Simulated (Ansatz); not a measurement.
## SbAs (model cell, started as CsCl type): from the cell to its phonons

Aim: the vibrations of SbAs (model cell, started as CsCl type), their spectra, and whether the structure is stable.

Calculated with Ansatz 0.2.0; DFT PBEsol, scalar-relativistic, plane waves, PAW.

The structure was built from a prototype and need not be the compound's stable phase.

**1. The structure**

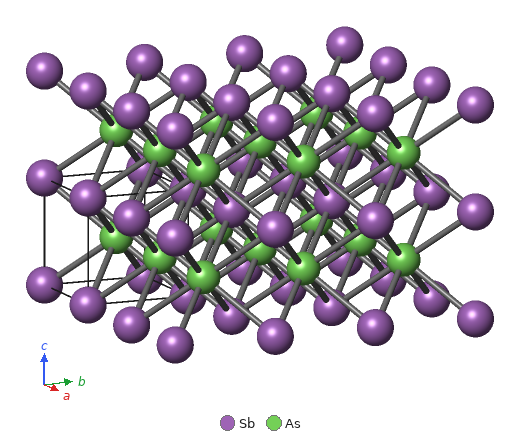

The starting structure, seen slightly off an axis (antimony purple, arsenic green). 3×3×2 cells are drawn. Some periodic images of atoms are drawn too.

**2. Coarse relaxation**

The start is far from rest, so a relaxation with loose tolerances brings it close first.

File input.yaml:

```yaml
crystal:
  lattice:
    - [3.42253, 0.0, 0.0]
    - [0.0, 3.42253, 0.0]
    - [0.0, 0.0, 3.42253]
  atoms:
    - { symbol: Sb, position: [0.0, 0.0, 0.0] }
    - { symbol: As, position: [0.5, 0.5, 0.5] }
kpoints:
  mp_grid: { grid: [6, 6, 6] }
hamiltonian:
  xc: pbesol
scf:
  occupations: { method: gaussian, width: 0.1 }
output:
  forces: true
  stress: true
  eigenvalues: true
relax:
  adjacent_minimum: "off"
  f_tol: 0.05
  max_steps: 80
  cell: { stress_tol: 0.5 }
```

On the command line:

```console
$ ansatz run input.yaml --threads 4 --pin off --max-ram 7168MiB --backend cpu --events-out ev --progress --plain --runs-dir out
```

Numbers of over 12 decimals in the logs are rounded to 6 here.

Output:

```text
The last accepted step is kept in <dir> (removed where the run ends without a failure and the disk answers)
Engine: ansatz 0.2.0, x86_64-unknown-linux-gnu
Pseudopotentials: kind: paw
Pseudopotential: Sb, paw, valence charge 15, recommended cutoff 420 eV (normal), Sb.paw.azcp
Pseudopotential: As, paw, valence charge 15, recommended cutoff 420 eV (normal), As.paw.azcp
Functional definition: PBEsol
  exchange = pbesol_x
[...]
--- Relaxed structure (3 steps of the walk, 3 accepted, 1 SCFs on fresh bases) ---
  F+E_penalty+E_count = -11220.53253584 eV   max|allowed force component| = 2.235e-30 eV/Å   (the final SCF, on the basis selected at the relaxed cell)
  cell:  # Å, volume = 44.4444 Å³
    - [3.542194, 0, 0]
    - [0, 3.542194, 0]
    - [0.0, 0, 3.542194]
  atoms:
    - { symbol: Sb, position: [0, 0, 0] }
    - { symbol: As, position: [0.500000, 0.500000, 0.500000] }
[key lines of the parts left out:]
SCF converged after 4 iterations
Free energy (F): -11220.532536 eV
Fermi energy:    12.172335 eV
P = ⅓ Tr σ = -0.3789 GPa (-3.789 kbar)
```

Elapsed: 4.9 s, on 4 threads of Intel Xeon 6975P-C (Granite Rapids), shared host; peak memory 0.39 GiB.

The steps of the relaxation:

```tsv
step	energy less that of the first step (eV)	largest force component (eV/Å)	pressure (GPa)	volume (Å³)
1	0.0000	0.0000	8.62	40.09
2	-0.0788	0.0000	-3.09	46.24
3	-0.0990	0.0000	-0.38	44.44
4*	-0.1001	0.0000	-0.38	44.44
```

Relaxation steps marked * repeat the geometry before them on a plane-wave basis chosen anew for their cell, so energy and pressure can jump there.

The run keeps the 48 symmetry operations that it works with, so distortions that break them were not tested.

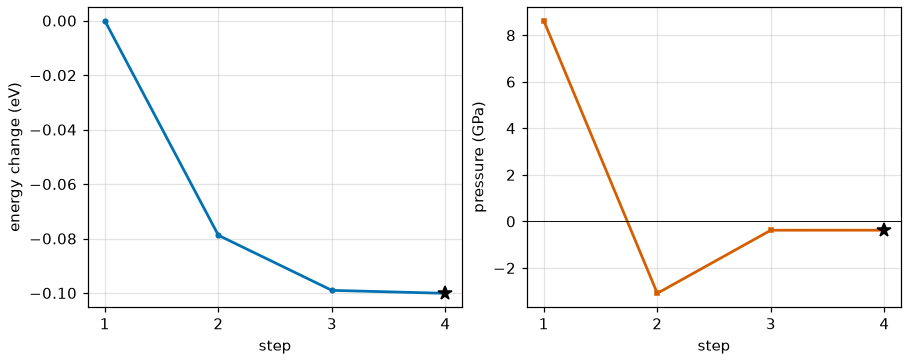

Energy and pressure along the relaxation. Stars mark steps on a basis chosen anew.

```tsv
conventional cell, symmetrised	before	after	change
a (Å)	3.423	3.542	+3.5 %
b (Å)	3.423	3.542	+3.5 %
c (Å)	3.423	3.542	+3.5 %
volume (Å³/atom)	20.05	22.22	+10.9 %
```

The relaxed structure:

```xyz
2
Lattice="3.5422 0.0000 0.0000 0.0000 3.5422 0.0000 0.0000 0.0000 3.5422" Properties=species:S:1:pos:R:3 pbc="T T T"
Sb    0.0000    0.0000    0.0000
As    1.7711    1.7711    1.7711
```

This step gave:

* pressure: -0.3789 GPa
* volume per atom: 22.22 Å³
* gap on the k-mesh: 0 eV

In this step the volume went from 20.05 to 22.22 Å³/atom.

**3. Bringing the structure to rest**

The cell and atoms are relaxed, since residual forces and stress would shift the frequencies.

File input.yaml:

```yaml
crystal:
  lattice:
    - [3.5421941831, 0.0, 0.0]
    - [0.0, 3.5421941831, 0.0]
    - [0.0, 0.0, 3.5421941831]
  atoms:
    - { symbol: Sb, position: [0.0, 0.0, 0.0] }
    - { symbol: As, position: [0.5, 0.5, 0.5] }
kpoints:
  mp_grid: { grid: [10, 10, 10] }
hamiltonian:
  xc: pbesol
scf:
  occupations: { method: gaussian, width: 0.1 }
output:
  forces: true
  stress: true
  eigenvalues: true
  write_density: true
  write_potential: true
  elf: true
  volumetric_format: npy
relax:
  adjacent_minimum: "off"
  f_tol: 0.005
  max_steps: 80
  cell: { stress_tol: 0.05 }
```

Output:

```text
[...]
Crystal: 2 atoms, lattice volume = 44.444 Å³
Basis set: ecut = 420 eV, 895 PW (Γ), exchange–correlation on 48×48×48 points (8 copies of the dense FFT grid, shifted against one another)
Bands: 19, of which v1, the nominal top of the filled ones, is band 15 counted from 1 (14 counted from 0)
Symmetry: 48 space group operations
[...]
k-points: 56 of 1000
[...]
SCF iter   1: F=—  HF=-11220.577268 eV  |F-HF|=—  |Δ(HF+E_count)|=         —  Δρ=3.62e-3  dr2=1.00e-2  ethr=1.77e-3  ⟨swp⟩=5.6  Hψ=5030  notcnv=0
[...]
SCF iter   7: F=-11220.573324 eV  HF=-11220.573324 eV  |F-HF|=4.21e-9  |Δ(HF+E_count)|=   1.73e-9  Δρ=5.35e-6  dr2=1.18e-8  ethr=3.33e-10  ⟨swp⟩=8.1  Hψ=6182  notcnv=0
SCF 1 converged in 7 iterations: F = -11220.573324 eV  dr2 = 1.18e-8
[...]
relax step   1: F+E_penalty+E_count = -11220.57332438 eV  Δ(F+E_penalty+E_count) = +0.000e0 eV  max|allowed force component| = 1.183e-30 eV/Å  Δτ_max = 0.0000 Å  P = -0.780 GPa  Ω = 44.444 Å³  (7 SCF iters, dr2 threshold 1.00e-7 eV, accepted)
Crystal: 2 atoms, lattice volume = 43.677 Å³
Basis set: ecut = 420 eV, 847 PW (Γ), exchange–correlation on 48×48×48 points (8 copies of the dense FFT grid, shifted against one another)
[...]
SCF iter   4: F=-11220.574083 eV  HF=-11220.574083 eV  |F-HF|=9.99e-9  |Δ(HF+E_count)|=   3.40e-7  Δρ=2.10e-5  dr2=1.71e-7  ethr=6.67e-10  ⟨swp⟩=9.3  Hψ=7390  notcnv=0
SCF 2 converged in 4 iterations: F = -11220.574083 eV  dr2 = 1.71e-7
  Residual-converged pass: ⟨swp⟩=1.0  Hψ=1289  notcnv=0  max |occ|·‖R‖ = 7.1e-9 eV (tolerance 1.0e-8 eV)  dr2=1.71e-7  dr2_onsite=1.02e-8  max |Δocc| = 3.7e-11
relax step   2: F+E_penalty+E_count = -11220.57408302 eV  Δ(F+E_penalty+E_count) = -7.586e-4 eV  max|allowed force component| = 3.780e-31 eV/Å  Δτ_max = 0.0000 Å  P = +0.561 GPa  Ω = 43.677 Å³  energy of the carried Pulay correction = +1.799e-4 eV  (4 SCF iters, dr2 threshold 2.00e-7 eV, accepted)
Crystal: 2 atoms, lattice volume = 43.995 Å³
[...]
SCF iter   3: F=-11220.574549 eV  HF=-11220.574550 eV  |F-HF|=1.70e-7  |Δ(HF+E_count)|=   3.52e-7  Δρ=1.98e-5  dr2=1.66e-7  ethr=6.67e-10  ⟨swp⟩=6.8  Hψ=7197  notcnv=0
SCF 3 converged in 3 iterations: F = -11220.574549 eV  dr2 = 1.66e-7
relax step   3: F+E_penalty+E_count = -11220.57454936 eV  Δ(F+E_penalty+E_count) = -4.663e-4 eV  max|allowed force component| = 1.315e-30 eV/Å  Δτ_max = 0.0000 Å  P = -0.010 GPa  Ω = 43.995 Å³  energy of the carried Pulay correction = +1.051e-4 eV  (3 SCF iters, dr2 threshold 2.00e-7 eV, accepted)
[...]
SCF iter   5: F=-11220.574445 eV  HF=-11220.574445 eV  |F-HF|=3.64e-12  |Δ(HF+E_count)|=  5.82e-11  Δρ=1.06e-7  dr2=4.56e-12  ethr=1.00e-12  ⟨swp⟩=4.2  Hψ=5222  notcnv=0
SCF 4 converged in 5 iterations: F = -11220.574445 eV  dr2 = 4.56e-12
relax step   4: F+E_penalty+E_count = -11220.57444545 eV  Δ(F+E_penalty+E_count) = +1.039e-4 eV  max|allowed force component| = 4.273e-31 eV/Å  Δτ_max = 0.0000 Å  P = -0.010 GPa  Ω = 43.995 Å³  stress off target by 9.84e-3 GPa  SCF on the basis re-selected at this cell (its energy is not comparable with the rows above)  (5 SCF iters)
basis re-selected at this cell: Δ(F+E_penalty+E_count) = +1.039e-4 eV, ΔP = +0.000 GPa vs the last step (what re-selecting the basis moved, of the pressure what is left beyond the Pulay correction that the steps carried, after the strain that the cell walked since its last selection, with what the two solves' SCF thresholds leave and, on support functions, any second-order correction that the steps lacked; it is no m [...]
SCF converged after 5 iterations
Free energy (F): -11220.574445 eV
[...]
Internal energy: -11220.566941 eV  (E = F + TS)
E sigma→0 (E₀):  -11220.570693 eV
Entropy (-TS):   -0.007505 eV (-3.752 meV/atom)
Fermi energy:    12.485596 eV
[...]
--- Stress (GPa, compression-positive) ---
       -0.009838      -0.000000       0.000000
       -0.000000      -0.009838       0.000000
        0.000000       0.000000      -0.009838
  P = ⅓ Tr σ = -0.0098 GPa (-0.098 kbar)
--- Band table (eV; the first three rows and the last of 56) ---
  k-point 0: bands = [... 11 lower, 6.5073, 10.3371, 10.3371, 10.3371, 15.7857, 15.7857, 18.5800, 18.5800]
  k-point 1: bands = [... 11 lower, 6.1084, 10.2763, 10.4595, 10.4595, 15.8930, 16.5167, 18.0443, 18.1919]
  k-point 2: bands = [... 11 lower, 5.0775, 10.3642, 10.8231, 10.8231, 16.2150, 16.5344, 17.1951, 17.1951]
  k-point 55: bands = [... 11 lower, 5.2008, 9.3489, 9.3489, 9.3489, 9.5207, 9.5207, 9.5207, 28.4794]
--- Relaxed structure (3 steps of the walk, 3 accepted, 1 SCFs on fresh bases) ---
[...]
cell:  # Å, volume = 43.9948 Å³
    - [3.530208, 0, 0.0]
    - [0, 3.530208, 0.0]
    - [0, 0.0, 3.530208]
  atoms:
    - { symbol: Sb, position: [0, 0, 0] }
    - { symbol: As, position: [0.5, 0.5, 0.5] }
```

Wall time 8.6 s (4 threads); peak memory 0.43 GiB.

Step by step:

```tsv
step	energy less that of the first step (eV)	largest force component (eV/Å)	pressure (GPa)	volume (Å³)
1	0.0000	0.0000	-0.78	44.44
2	-0.0008	0.0000	0.56	43.68
3	-0.0012	0.0000	-0.01	43.99
4*	-0.0011	0.0000	-0.01	43.99
```

Relaxation steps marked * repeat the geometry before them on a plane-wave basis chosen anew for their cell, so energy and pressure can jump there.

Forces are held to the 48 operations that the run works with; a distortion that breaks them can't arise in this run.

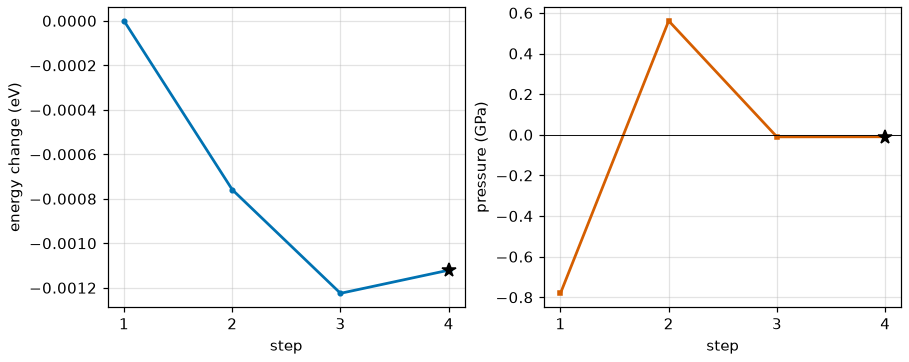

Energy and pressure along the relaxation. Stars mark steps on a basis chosen anew.

```tsv
conventional cell, symmetrised	before	after	change
a (Å)	3.542	3.530	-0.3 %
b (Å)	3.542	3.530	-0.3 %
c (Å)	3.542	3.530	-0.3 %
volume (Å³/atom)	22.22	22.00	-1.0 %
```

The relaxed structure:

```xyz
2
Lattice="3.5302 0.0000 0.0000 0.0000 3.5302 0.0000 0.0000 0.0000 3.5302" Properties=species:S:1:pos:R:3 pbc="T T T"
Sb    0.0000    0.0000    0.0000
As    1.7651    1.7651    1.7651
```

This step gave:

```
pressure        : -0.009838 GPa
volume per atom : 22.00 Å³
```

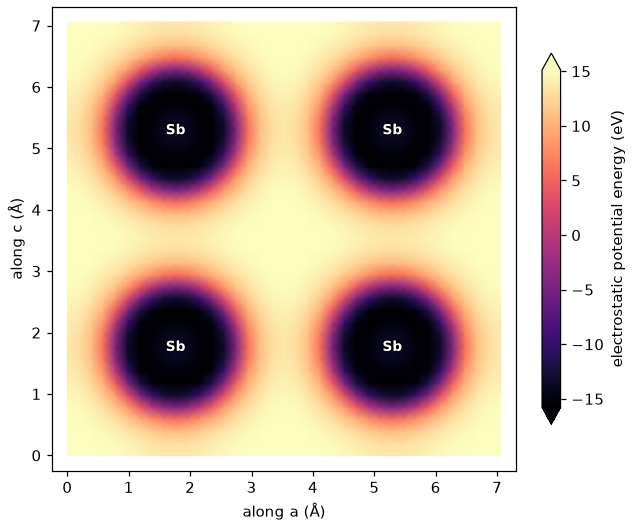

Electrostatic potential energy in the ac plane at fractional y = 0.000, with atoms of Sb within 0.2 Å of it. With pseudopotentials it is smooth inside the atoms' cores, unlike the true potential. The map starts off the cell's origin, so that atoms lie inside it.

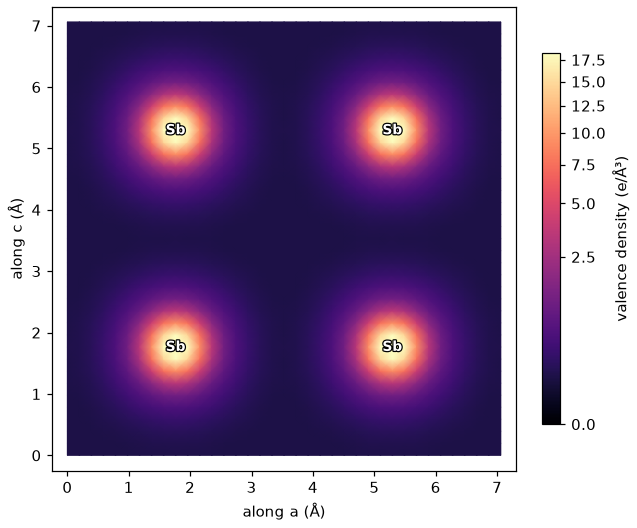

Valence density in the ac plane at fractional y = 0.000, with atoms of Sb within 0.2 Å of it. It is the smooth field of the valence electrons, not physical close to the nuclei. The map starts off the cell's origin, so that atoms lie inside it. The colour scale is stretched toward low values.

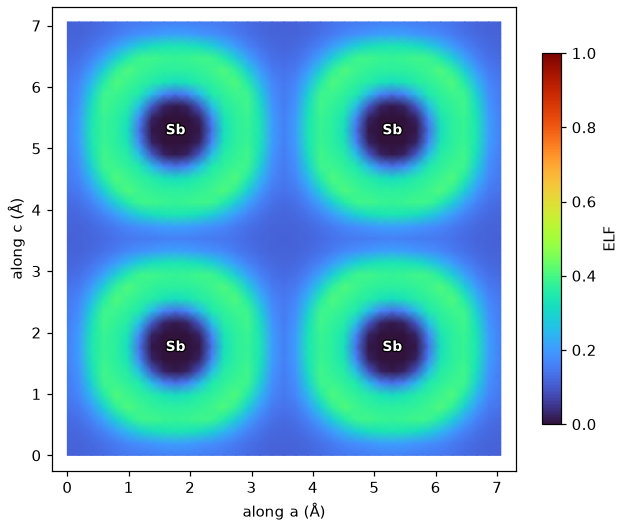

ELF in the ac plane at fractional y = 0.000, with atoms of Sb within 0.2 Å of it. It is the smooth field of the valence electrons, not physical close to the nuclei. The map starts off the cell's origin, so that atoms lie inside it.

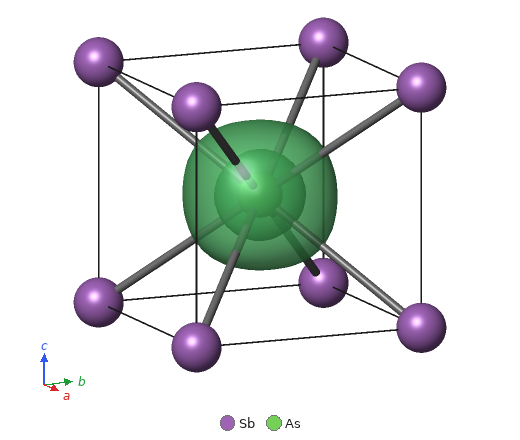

Surface of ELF = 0.58.

In this step the volume went from 22.22 to 22.00 Å³/atom.

**4. Tight relaxation**

Phonons need a cell at rest on their own settings, so the relaxation is repeated with tight tolerances on forces and stress on the k mesh and occupations of the first response run.

File input.yaml:

```yaml
crystal:
  lattice:
    - [3.5302083066, 0.0, 0.0]
    - [0.0, 3.5302083066, 0.0]
    - [0.0, 0.0, 3.5302083066]
  atoms:
    - { symbol: Sb, position: [0.0, 0.0, 0.0] }
    - { symbol: As, position: [0.5, 0.5, 0.5] }
kpoints:
  mp_grid: { grid: [12, 12, 12] }
hamiltonian:
  xc: pbesol
scf:
  occupations: { method: methfessel_paxton, width: 0.15 }
output:
  forces: true
  stress: true
  eigenvalues: true
relax:
  adjacent_minimum: "off"
  f_tol: 0.001
  max_steps: 60
  cell: { stress_tol: 0.01 }
```

Output:

```text
[...]
Crystal: 2 atoms, lattice volume = 43.995 Å³
Basis set: ecut = 420 eV, 847 PW (Γ), exchange–correlation on 48×48×48 points (8 copies of the dense FFT grid, shifted against one another)
Bands: 19, of which v1, the nominal top of the filled ones, is band 15 counted from 1 (14 counted from 0)
Symmetry: 48 space group operations
[...]
k-points: 84 of 1728
[...]
k-point 83: bands = [... 11 lower, 5.2993, 9.4026, 9.4026, 9.4026, 9.5888, 9.5888, 9.5888, 28.6199]
--- Relaxed structure (3 steps of the walk, 3 accepted, 1 SCFs on fresh bases) ---
[...]
cell:  # Å, volume = 43.7853 Å³
    - [3.524597, 0, 0]
    - [0, 3.524597, 0.0]
    - [0, 0.0, 3.524597]
  atoms:
    - { symbol: Sb, position: [0, 0, 0] }
    - { symbol: As, position: [0.5, 0.5, 0.5] }
[key lines of the parts left out:]
SCF converged after 6 iterations
Free energy (F): -11220.591220 eV
Fermi energy:    12.518310 eV
P = ⅓ Tr σ = -0.0024 GPa (-0.024 kbar)
```

It took 10 s on 4 threads; peak memory 0.46 GiB; 17 s of CPU time.

Step by step:

```tsv
step	energy less that of the first step (eV)	largest force component (eV/Å)	pressure (GPa)	volume (Å³)
1	0.0000	0.0000	-0.39	43.99
2	-0.0002	0.0000	0.33	43.61
3	-0.0003	0.0000	0.00	43.79
4*	-0.0003	0.0000	0.00	43.79
```

Relaxation steps marked * repeat the geometry before them on a plane-wave basis chosen anew for their cell, so energy and pressure can jump there.

The run keeps the 48 symmetry operations that it works with, so distortions that break them were not tested.

```tsv
conventional cell, symmetrised	before	after	change
a (Å)	3.530	3.525	-0.2 %
b (Å)	3.530	3.525	-0.2 %
c (Å)	3.530	3.525	-0.2 %
volume (Å³/atom)	22.00	21.89	-0.5 %
```

The relaxed structure:

```xyz
2
Lattice="3.5246 0.0000 0.0000 0.0000 3.5246 0.0000 0.0000 0.0000 3.5246" Properties=species:S:1:pos:R:3 pbc="T T T"
Sb    0.0000    0.0000    0.0000
As    1.7623    1.7623    1.7623
```

Numbers from this step:

```yaml
pressure: -0.002410 GPa
volume_per_atom: 21.89 Å³
```

The forces vanish by symmetry and the pressure is -0.002 GPa, within the tolerances set. The cell now holds 21.89 Å³/atom.

[end of part 1 of 2]

[Logs are printed without paths, hosts, clocks, repeated set-up lines and the standing remarks that a program may print on its own settings, such as how far it seeks lower states.]

[Hosts, paths, dates, database ids (printed as entryN), source tags and the programs' standing remarks are cut or masked in the printed files.]
